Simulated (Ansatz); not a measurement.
Reaction (SMILES): OCl (OH-Cl) → [O]Cl (O-Cl) + H atom
B3LYP-D3(BJ)/def2-TZVP geometries, fixed; electronic energies without zero-point terms.

Basis-set convergence of the bond dissociation energy at HF with Ansatz (a quantum-chemistry and plane-wave program). Cartesian d functions, on some or all atoms, in 6-31G**, 6-31+G*, 6-311+G**; all else is spherical. Open shells are unrestricted. No added dispersion term, no relativity. Functions are those of the species that has most. Reference: the value in pcseg-4, 72.13 kcal/mol, itself unsure by roughly 0.06 kcal/mol (its mean distance from aug-pcseg-3, aug-cc-pV(Q+d)Z, cc-pV(5+d)Z). Deviations are taken from unrounded values.

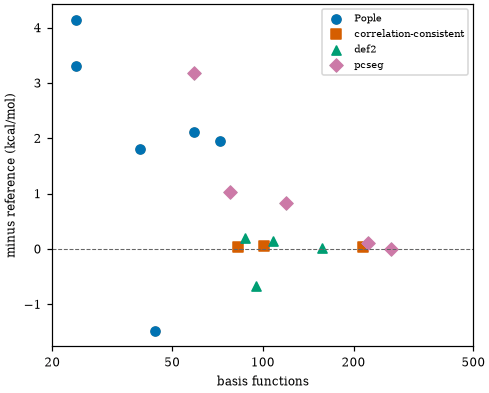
Fig. 1. Deviation from the reference against the number of basis functions, by family of sets.

```csv
basis,functions,bond dissociation energy (kcal/mol),minus reference (kcal/mol)
3-21G,24,75.43,3.30
6-31G,24,76.27,4.14
6-31G**,39,73.93,1.80
6-31+G*,44,70.65,-1.48
6-311+G**,59,74.24,2.12
aug-pcseg-1,59,75.31,3.18
"6-311++G(2d,2p)",72,74.09,1.96
pcseg-2,78,73.16,1.03
cc-pV(T+d)Z,83,72.17,0.04
def2-TZVPP,87,72.33,0.20
def2-TZVPD,95,71.46,-0.67
jun-cc-pV(T+d)Z,101,72.18,0.05
def2-TZVPPD,108,72.28,0.15
aug-pcseg-2,119,72.96,0.84
def2-QZVPP,157,72.15,0.02
aug-cc-pV(Q+d)Z,215,72.15,0.03
aug-pcseg-3,223,72.24,0.11
pcseg-4,267,72.13,0.00
```
